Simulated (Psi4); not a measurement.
SeO2 (selenium dioxide): a line through the functionals

The species is SeO2 (3 atoms), meant as a singlet with charge 0. SMILES: `O=[Se]=O`. Geometry: relaxed at PBE0-D4/def2-TZVP.

The HOMO–LUMO gap y, in eV, basis def2-TZVPP; a is the functional's share of exact exchange. Programs: Psi4 1.11.

| functional | program | a | y (eV) |
| --- | --- | --- | --- |
| BLYP | Psi4 | 0 | 2.76 |
| TPSS | Psi4 | 0 | 2.88 |
| TPSSh | Psi4 | 0.1 | 3.80 |
| B3LYP | Psi4 | 0.2 | 4.62 |
| PBE0 | Psi4 | 0.25 | ? |
| BHLYP | Psi4 | 0.5 | 7.45 |

**Question.** Fit y = c + s·a to the known rows and predict PBE0.

**Answer.** 
1. Means of the 5 rows: a = 0.1600, y = 4.302.
2. Σ(Δa)² = 0.172, Σ(Δa·Δy) = 1.5874, so the slope is 1.5874/0.172 = 9.2291.
3. Intercept: 4.302 − (9.2291) × 0.1600 = 2.825. The largest residual of the fit is 0.065.
4. PBE0: 2.825 + (9.2291) × 0.25 = 5.13 eV.

The run gave 5.09 eV, so the prediction is off by +0.04 eV, within the largest residual. Exact exchange lowers occupied levels and raises empty ones. The rows mix families of semi-local functionals, which the line can't see.

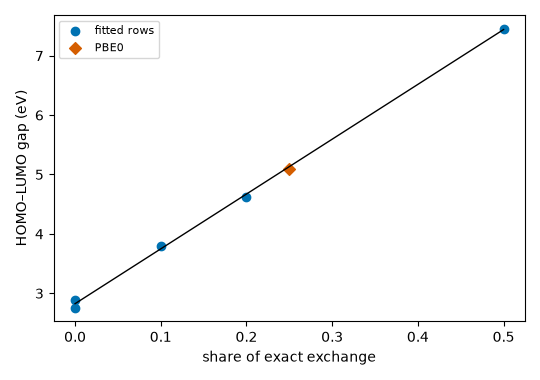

The fitted line, with the withheld row.
